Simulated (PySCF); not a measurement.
| atom | x (Å) | y (Å) | z (Å) |
| --- | --- | --- | --- |
| C | -1.4848 | 0.3746 | 0.0571 |
| O | -0.6212 | -0.1736 | 1.0262 |
| C | 0.7337 | 0.0977 | 0.7813 |
| C | 1.3185 | -0.7276 | -0.3414 |
| O | 2.3398 | -0.4813 | -0.9155 |
| H | -1.3918 | 1.4668 | 0.0225 |
| H | -2.4940 | 0.1060 | 0.3611 |
| H | -1.2846 | -0.0277 | -0.9423 |
| H | 1.2709 | -0.1759 | 1.6974 |
| H | 0.9061 | 1.1678 | 0.5910 |
| H | 0.7128 | -1.6241 | -0.5785 |

Geometry: GFN2-xTB.

The calculation used PBE0/def2-SVPD, SCF density, gas phase in PySCF 2.14.0.

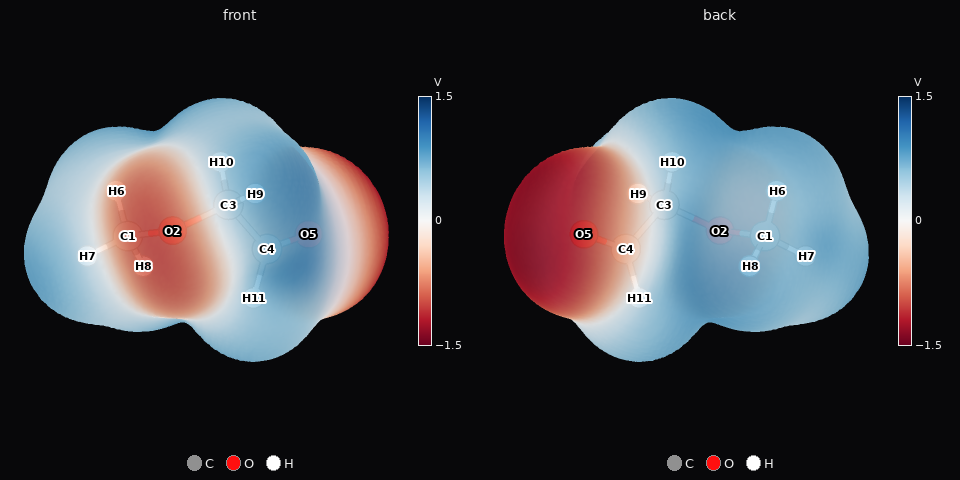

C$_{3}$H$_{6}$O$_{2}$ (SMILES COCC=O). The molecular electrostatic potential painted on the density surface at 0.001 e/bohr³, seen from the front and from behind; the colour scale runs from red (negative) to blue (positive).

Where is the surface potential most negative and most positive?

Answer. The most negative region (about −1.4 V) lies over O5, the most positive (about +0.9 V) over C4, H8 and H9. O5 is the likeliest acceptor of a hydrogen bond.
